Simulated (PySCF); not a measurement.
**C3H8Si (SMILES C=CC[SiH3]) at 3 levels**

Wanted: a comparison of 3 runs (HF/ANO-RCC-MB, HF/ANO-RCC-VDZ, HF/ANO-RCC-VDZP) of C3H8Si. The job is set up through a Python script.

The calculation is run with PySCF 2.14.0.

## (1) The system as given

The species is C3H8Si (12 atoms), meant as a singlet with charge 0. As SMILES, `C=CC[SiH3]`. Geometry: relaxed at PBE0-D4/def2-TZVP. This is one conformer, not always the lowest.

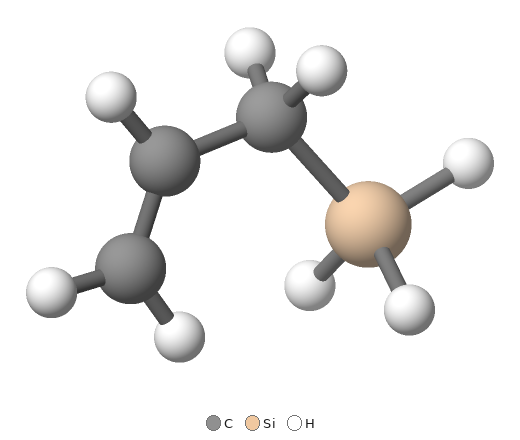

The structure, seen from a chosen angle (carbon grey, silicon light orange, hydrogen white).

## (2) The polarisability at HF/ANO-RCC-MB (sfX2C) (run 1)

The input, calc.py:

```python
# C=CC[SiH3]
import numpy
from pyscf import gto
from pyscf.prop.polarizability import rhf

mol = gto.M(
    atom=[
    ('C', (-1.457400, 1.047700, 0.200000)),
    ('C', (-0.211200, 1.108500, 0.648300)),
    ('C', (0.883300, 0.130300, 0.361600)),
    ('Si', (0.455400, -1.345900, -0.721800)),
    ('H', (-1.805100, 0.244200, -0.442700)),
    ('H', (-2.185700, 1.806700, 0.460900)),
    ('H', (0.063500, 1.945200, 1.289200)),
    ('H', (1.286300, -0.256300, 1.306900)),
    ('H', (1.729100, 0.652700, -0.104500)),
    ('H', (-0.613500, -2.177500, -0.106800)),
    ('H', (1.673900, -2.184200, -0.880700)),
    ('H', (-0.000600, -0.916600, -2.070900)),
],
    basis='ano-rcc-mb',
    verbose=3,
    max_memory=1860,
    charge=0,
)

mf = mol.RHF()
mf = mf.sfx2c1e()
mf.conv_tol = 1e-10
mf.kernel()
if not mf.converged:
    mf = mf.newton().run(mf.mo_coeff, mf.mo_occ)

etot = mf.e_tot
print(f'total energy: {etot:.8f} hartree')
pol = rhf.Polarizability(mf)
alpha = pol.polarizability()
print('isotropic polarizability %.4f bohr^3' % (numpy.trace(alpha) / 3))
alpha_w = pol.polarizability_with_freq(freq=0.0774)
beta = pol.hyper_polarizability()
```

Command:

```bash
OMP_NUM_THREADS=1 python calc.py
```

The program printed:

```text
converged SCF energy = -407.590854026014
total energy: -407.59085403 hartree
isotropic polarizability 34.4452 bohr^3
```

It took 5.7 s on 1 thread of Arm Neoverse V1, shared host; peak memory 0.15 GiB.

## (3) The polarisability at HF/ANO-RCC-VDZ (sfX2C) (run 2)

The input, calc.py:

```python
import numpy
from pyscf import gto, scf
from pyscf.prop.polarizability import rhf

mol = gto.M(
    atom='''
C     -2.754087     1.979866     0.377945
C     -0.399110     2.094761     1.225109
C      1.669195     0.246231     0.683325
Si     0.860581    -2.543382    -1.364004
H     -3.411145     0.461471    -0.836582
H     -4.130374     3.414168     0.870975
H      0.119998     3.675895     2.436235
H      2.430755    -0.484337     2.469683
H      3.267525     1.233424    -0.197476
H     -1.159347    -4.114879    -0.201823
H      3.163213    -4.127540    -1.664282
H     -0.001134    -1.732123    -3.913434
''',
    basis='ano-rcc-vdz',
    unit='bohr',
    max_memory=1860,
    charge=0,
    verbose=3,
)

calc0 = scf.RHF(mol)
calc0 = calc0.x2c()
calc0.conv_tol = 1e-10
calc0.kernel()
if not calc0.converged:
    calc0 = calc0.newton().run(calc0.mo_coeff, calc0.mo_occ)

etot = calc0.e_tot
print('E = %.10f Eh' % etot)
pol = rhf.Polarizability(calc0)
alpha = pol.polarizability()
print('isotropic polarizability %.4f bohr^3' % (numpy.trace(alpha) / 3))
alpha_w = pol.polarizability_with_freq(freq=0.0774)
beta = pol.hyper_polarizability()
```

Command:

```bash
OMP_NUM_THREADS=1 python calc.py
```

The program printed:

```text
converged SCF energy = -407.747779801885
E = -407.7477798019 Eh
isotropic polarizability 52.2600 bohr^3
```

It took 11 s on 1 thread of Arm Neoverse V1, shared host; peak memory 0.16 GiB.

## (4) The polarisability at HF/ANO-RCC-VDZP (sfX2C) (run 3)

The input, mol.xyz:

```xyz
12
C3H8Si
C     -1.457400     1.047700     0.200000
C     -0.211200     1.108500     0.648300
C      0.883300     0.130300     0.361600
Si     0.455400    -1.345900    -0.721800
H     -1.805100     0.244200    -0.442700
H     -2.185700     1.806700     0.460900
H      0.063500     1.945200     1.289200
H      1.286300    -0.256300     1.306900
H      1.729100     0.652700    -0.104500
H     -0.613500    -2.177500    -0.106800
H      1.673900    -2.184200    -0.880700
H     -0.000600    -0.916600    -2.070900
```

The input, run.py:

```python
# C=CC[SiH3]
import numpy
from pyscf import gto
from pyscf.prop.polarizability import rhf

mol = gto.M(
    atom='mol.xyz',
    spin=0,
    basis='ano-rcc-vdzp',
    max_memory=1860,
    verbose=3,
    charge=0,
)

calc0 = mol.RHF()
calc0 = calc0.sfx2c1e()
calc0.conv_tol = 1e-10
calc0.kernel()
if not calc0.converged:
    calc0 = calc0.newton().run(calc0.mo_coeff, calc0.mo_occ)

etot = calc0.e_tot
print(f'total energy: {etot:.8f} hartree')
pol = rhf.Polarizability(calc0)
alpha = pol.polarizability()
print('isotropic polarizability %.4f bohr^3' % (numpy.trace(alpha) / 3))
alpha_w = pol.polarizability_with_freq(freq=0.0774)
beta = pol.hyper_polarizability()
```

Command:

```bash
OMP_NUM_THREADS=1 python run.py
```

The program printed:

```text
converged SCF energy = -407.86226579589
total energy: -407.86226580 hartree
isotropic polarizability 55.8532 bohr^3
```

Run time: 76 s. Hardware: 1 thread of Arm Neoverse V1, shared host; peak memory 0.3 GiB.

## (5) Overview of the runs

| run | level | energy (Eh) | dipole moment (D) | HOMO energy (eV) | LUMO energy (eV) | wall time |
| --- | --- | --- | --- | --- | --- | --- |
| 1 | HF/ANO-RCC-MB (sfX2C) | -407.590854 | 0.74 | -11.44 | 5.08 | 5.7 s |
| 2 | HF/ANO-RCC-VDZ (sfX2C) | -407.747780 | 0.72 | -10.06 | 2.34 | 11 s |
| 3 | HF/ANO-RCC-VDZP (sfX2C) | -407.862266 | 0.81 | -9.94 | 2.29 | 76 s |

## (6) What came out

| quantity | value |
| --- | --- |
| run 3: total energy | -407.86227 Eh |
| run 3: dipole moment | 0.81 D |
| run 3: HOMO energy | -9.94 eV |
| run 3: LUMO energy | 2.29 eV |
| run 3: HOMO–LUMO gap | 12.23 eV |
| run 3: mean static polarisability | 55.9 bohr³ |
| run 3: mean polarisability at ω = 0.0774 Eh | 57.4 bohr³ |

In words: The dipole moment (its size) runs from 0.72 D (HF/ANO-RCC-VDZ) to 0.81 D (HF/ANO-RCC-VDZP). The HOMO–LUMO gap runs from 12.23 eV (HF/ANO-RCC-VDZP) to 16.52 eV (HF/ANO-RCC-MB). In run 1 the basis is minimal, so the values are rough. All runs together took 92 s, the longest 76 s.
